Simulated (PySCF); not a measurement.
# Run report: CoOBr, frequency calculation

- system: CoOBr, multiplicity 3
- method: UKS-based PBE0, Co def2-TZVP, O def2-TZVP, Br def2-TZVP; non-relativistic Hamiltonian; density fitting (PySCF 2.14.0)

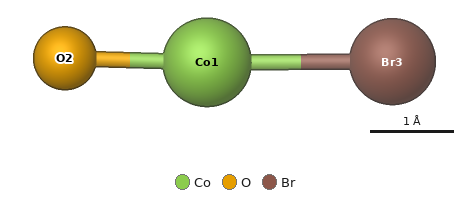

*The input geometry (ball-and-stick view, seen on its broad side; atoms are numbered from 1 in the order of the input). Sticks mark near contacts.*

Bond lengths as drawn: Br–Co 2.26 Å and Co–O 1.73 Å.

The input:
```python
from pyscf import gto, scf, dft
mol = gto.M(atom='''
Co    -0.969027     0.000000    -0.149959
O     -2.691274    -0.000000    -0.348957
Br     1.269091    -0.000000     0.182709''',
    basis={'Co': 'def2-TZVP', 'O': 'def2-TZVP', 'Br': 'def2-TZVP'},
    charge=0, spin=2)
mf = dft.UKS(mol, xc='PBE0')
mf.grids.atom_grid = (75, 302)
aux = {'Co': 'def2-universal-JKFIT', 'O': 'def2-universal-JKFIT', 'Br': 'def2-universal-JKFIT'}
mf = mf.density_fit(auxbasis=aux)
mf.conv_tol = 1e-09
mf.diis_space = 10
mf.max_cycle = 60
mf.verbose = 4
mf.kernel()
```

The script is an equivalent of the set-up of the self-consistent field. The run itself was carried out by a driver, which started from the orbitals of the step before it where there was one and computed the further properties.

Machine: 4 threads of Arm Neoverse V2, 24 GiB of memory available, shared host.

Launch command:
```bash
OMP_NUM_THREADS=4 python axn.py task.json out
```

Log:
```
init E= -4031.56965557845
  alpha nocc = 36  HOMO = -0.305263610819995  LUMO = -0.124194229847973
  beta  nocc = 34  HOMO = -0.304417636408085  LUMO = -0.155859946340801
  HOMO = -0.304417636408  LUMO = -0.155859946341  gap/eV = 4.04246
cycle= 1 E= -4031.56965557847  delta_E= -1.82e-11  |g|= 4.6e-06  |ddm|= 5e-06
  alpha nocc = 36  HOMO = -0.305263728180753  LUMO = -0.1241962731726
  beta  nocc = 34  HOMO = -0.30441818840114  LUMO = -0.1558613887506
  HOMO = -0.304418188401  LUMO = -0.155861388751  gap/eV = 4.04244
Extra cycle  E= -4031.56965557843  delta_E= 3.82e-11  |g|= 1.39e-05  |ddm|= 7.8e-06
converged SCF energy = -4031.56965557843  <S^2> = 2.9452695  2S+1 = 3.5750633
```

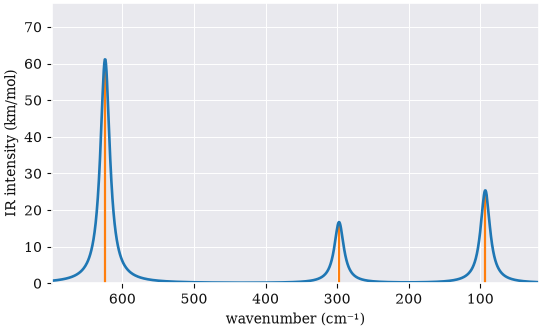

*Harmonic infrared spectrum, unscaled: sticks (degenerate modes added up, dark ones marked on the axis) with a Lorentzian envelope of 16 cm⁻¹ full width, scaled to the tallest stick.*

3 modes from 93 to 624 cm⁻¹, none imaginary. The strongest line is at 624 cm⁻¹ (61 km/mol). All modes, in cm⁻¹ (km/mol): 93 (25), 297 (16.6), 624 (61).

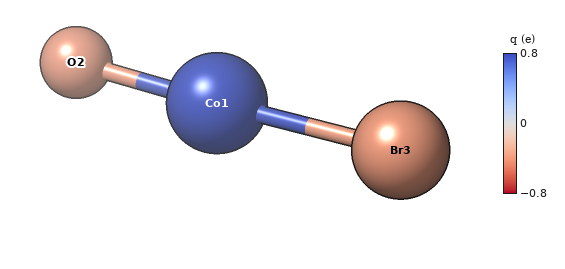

*Mulliken charges, as the colour of each atom (ball-and-stick view, seen at a tilt; atoms are numbered from 1 in the order of the input; Mulliken charges depend strongly on the basis).*

By element: Co +0.76, O −0.40 and Br −0.36 e.

Results in brief:

| quantity | value |
| --- | --- |
| outcome | converged |
| total energy | −4031.569656 hartree |
| ⟨S²⟩ | 2.945 |
| zero-point energy | 0.002311 hartree |
| dipole moment | 0.28 D |
| wavenumbers, lowest and highest | 93 and 624 cm⁻¹ |
| wall time | 1.8 min (CPU time 5.7 min) |
| peak memory | 1.1 GiB |

Notes:

Checks after the run noted: spin contamination. ⟨S²⟩ is 2.95 against 2.00 for a pure state: the solution is spin-contaminated.
